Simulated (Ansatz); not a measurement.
## Electronic structure of OH (charge −1) in real space

The calculation's input:

```
crystal:
  periodic: [false, false, false]
  atoms:
    - {symbol: O, position_ang: [-0.236560, 0.316433, 0.514653]}
    - {symbol: H, position_ang: [0.277376, -0.371169, 0.952243]}
basis:
  gaussian: {orbitals: "def2-TZVPPD.json"}
total_charge: -1
hamiltonian: {xc: pbe0, dispersion: d4}
output: {orbitals: {seedname: orbitals}}
```

Run with:

```sh
ansatz run in.yaml --threads 2 --pin off --events-out ev --progress --plain --max-ram 5222MiB
```

Geometry: PBE0-D4/def2-TZVP; the highest occupied orbital lies above zero, a sign that basis and functional describe the outermost electron poorly.

These are results of Ansatz 0.2.0, RKS PBE0-D4/def2-TZVPPD, not measurements.

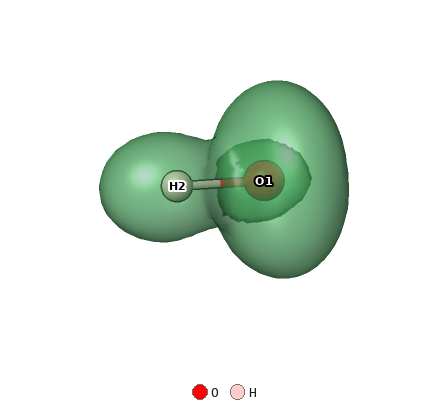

Figure 1. Isosurface of the electron localisation function at 0.75 (green), seen from one side. Core shells and regions of very low density are left out.

Describe the localisation domains.

The ELF exceeds this value in one joined region spread over several atoms (H, O), in which their bonds and any lone pairs are merged.


O–H (0.96 Å): the ELF climbs to about 1 towards the hydrogen, as it does in any bond to H (a covalent bond by its length).

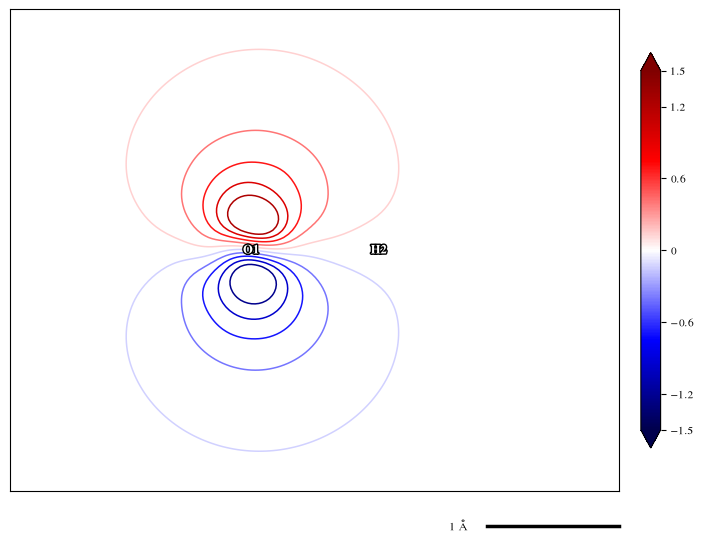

Figure 2. The HOMO on a plane that holds the molecular axis (values in Å⁻³ᐟ²; the overall sign is arbitrary).

What is the character of this orbital?

By Hirshfeld shares it lies mainly on O1 (about 90 %) and H2 (about 10 %). It is one of a degenerate set, so its orientation is arbitrary. Its energy is 0.78 eV.

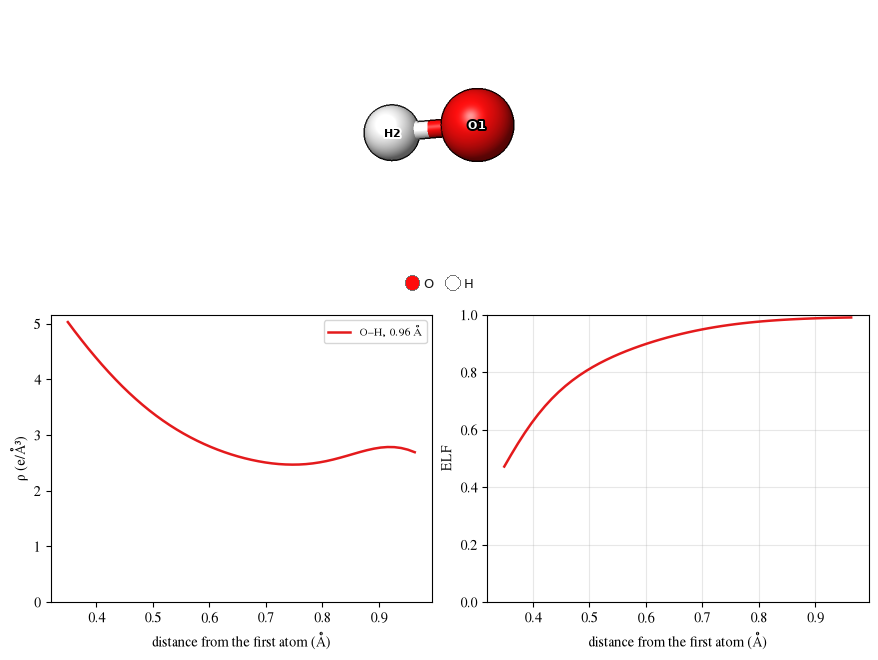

Figure 3. Total electron density and ELF along straight lines between neighbouring atoms. The curves leave out the atomic cores. The structure is drawn too.

What can be read from the curves?

O–H (0.96 Å): ρ is about 3.5 e/Å³ halfway; the ELF climbs to about 1 towards the hydrogen (a covalent bond by its length).
